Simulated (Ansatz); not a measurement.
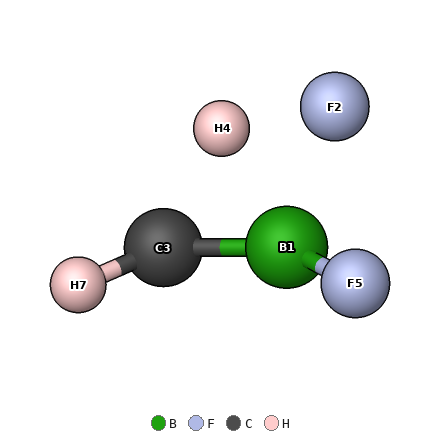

The system is the reacting system CH3BF2 (fragments CH₃BF₂ where the first distance is long, CH₂BF + FH where the second is long); the picture shows the reference structure. The first coordinate is: distance F2–H4 (bond that forms); the second: distance B1–F2 (bond that breaks). Relaxed at each point: all other coordinates. The grid has 10 × 10 points. Points are written as (first, second). Energies: kcal/mol, counted from the lowest grid point. Energies and slopes of some neighbouring points disagree (a jump in structure or state, or too coarse a mesh). The reference is spin-restricted, so regions where a bond is pulled apart into radicals lie too high. The calculation used RKS PBE0-D4/def2-SVP (Ansatz 0.2.0).

Its coordinates:

```xyz
7

B     0.2081   -0.2923    0.6982
F     1.3788   -0.8429   -0.3745
C    -0.6174    0.3723   -0.3172
H     0.6675    0.0625   -0.7643
F     0.6056   -0.3673    1.9233
H    -1.1260   -0.2542   -1.0586
H    -1.1168    1.3219   -0.1069
```

Range: distance F2–H4 (bond that forms) from 0.819 to 2.019 Å; distance B1–F2 (bond that breaks) from 1.296 to 2.796 Å.

Q: Predict the map.

A: The lowest grid point is at (2.019 Å, 1.296 Å). It lies at the edge of the scanned range, so the true minimum may lie outside. The highest grid point, (0.819 Å, 1.296 Å), lies 132 kcal/mol above the lowest.

```csv
"second ↓, first →",0.819,0.896,1.002,1.123,1.254,1.395,1.542,1.695,1.855,2.019
2.796,97,87,87,95,106,116,122,127,130,131
2.591,97,87,87,95,104,112,117,119,120,120
2.392,98,87,87,94,102,107,109,108,107,106
2.200,98,87,87,92,97,99,97,95,92,90
2.015,98,87,86,90,91,88,83,78,75,72
1.840,98,88,86,86,82,75,67,60,55,51
1.676,100,89,86,82,73,61,50,42,35,31
1.525,105,94,88,81,64,48,36,26,18,13
1.392,116,105,101,80,60,42,27,16,8,2
1.296,132,120,108,87,63,43,27,15,6,0
```

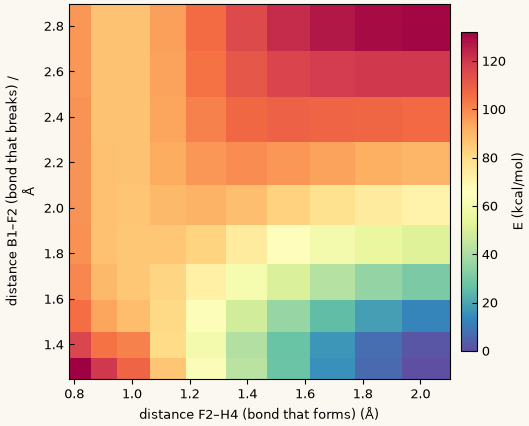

The picture shows one coloured cell a grid point.

Each point was launched as `ansatz run input.yaml --threads 1 --pin off --max-ram 2560MiB --backend cpu --events-out ev --progress --plain --runs-dir out`. The whole map (100 points run) took 18 min on 1 thread of Intel(R) Xeon(R) Platinum 8488C (Sapphire Rapids), with other jobs on the host.
